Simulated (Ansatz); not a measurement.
Input

```
crystal:
  periodic: [false, false, false]
  atoms:
    - { symbol: Al, position_ang: [0.6844, 1.4607, 1.2657] }
    - { symbol: C, position_ang: [0.0675, 0.0701, -0.018] }
    - { symbol: Si, position_ang: [-1.7823, -0.1455, -0.4079] }
    - { symbol: B, position_ang: [0.9108, -1.3181, 0.186] }
    - { symbol: C, position_ang: [1.0137, -0.3423, -1.0915] }
    - { symbol: H, position_ang: [0.0756, 1.4753, 2.7467] }
    - { symbol: H, position_ang: [2.0713, 2.2219, 1.0234] }
    - { symbol: H, position_ang: [-2.4409, -0.3628, 0.8541] }
    - { symbol: H, position_ang: [-2.2569, 1.0888, -0.9954] }
    - { symbol: H, position_ang: [-1.9461, -1.2925, -1.2703] }
    - { symbol: H, position_ang: [1.0611, -2.3184, 0.8098] }
    - { symbol: H, position_ang: [0.6039, -0.7547, -1.9887] }
    - { symbol: H, position_ang: [1.9583, 0.1829, -1.0991] }
basis:
  gaussian: { orbitals: "6-31G" }
hamiltonian:
  xc: pbe0
relax:
  f_tol: 0.02
  max_steps: 40
scf:
  lower_state_search: "off"
output:
  orbitals: {}
```

Run with:

```sh
ansatz run input.yaml --threads 1 --pin off --max-ram 2048MiB --backend cpu --events-out ev --progress --plain --runs-dir out
```

The fields are those of the relaxed geometry.

The calculation used RKS PBE0/6-31G (Ansatz 0.2.0).

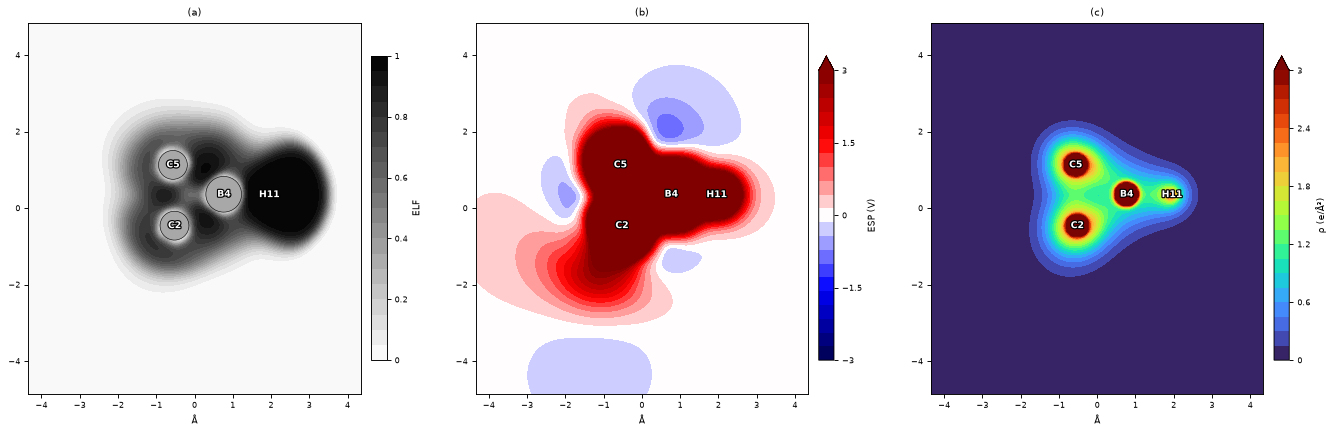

C$_{2}$H$_{8}$AlBSi (SMILES [AlH2][C]1([SiH3])BC1). (a) ELF; (b) electrostatic potential; (c) total electron density on the plane of atoms B4, C2 and C5. Grey discs cover the atomic cores in the ELF map.

### What does the map show?

Atoms in the plane: C, B and H. C–B (1.53 Å): ρ at the midpoint is about 1.3 e/Å³; the ELF peaks at about 0.85 between the atoms (localised, covalent bonding). C–C (1.59 Å): ρ at the midpoint is about 1.3 e/Å³; the ELF peaks at about 0.85 between the atoms: a covalent bond. B–H (1.18 Å): ρ at the midpoint is about 1.2 e/Å³; the ELF climbs to about 1 towards the hydrogen, as it does in any bond to H (a covalent bond by its length). Outside the dense part of the molecule the potential is most negative (−1.0 V) near C5.
